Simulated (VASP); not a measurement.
Band structure of RuSb (relaxed from the rock salt structure, space group Fm-3m). Computed with PBEsol GGA, VASP's PBE PAW potentials (set 64) (plane waves; VASP).

Unless said otherwise, spin-orbit coupling is left out, though it shifts the bands of the heavy elements here.

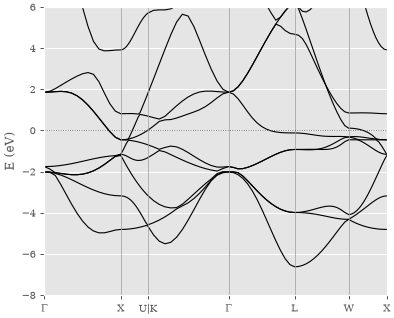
Figure: Bands along high-symmetry lines, zero at the valence-band maximum or, without a gap, the Fermi level

Read the plot: is there a gap, and where are the band edges?

It has no gap at this level: it comes out as a metal or semimetal. (Edges off the drawn lines would not show.)

The structure was generated: RuSb was put into the rock salt type (Fm-3m), which need not be its known phase. It was relaxed first, which changed the volume by -36 %. The electron count is odd and the run is not spin-polarised, which forces a metal.
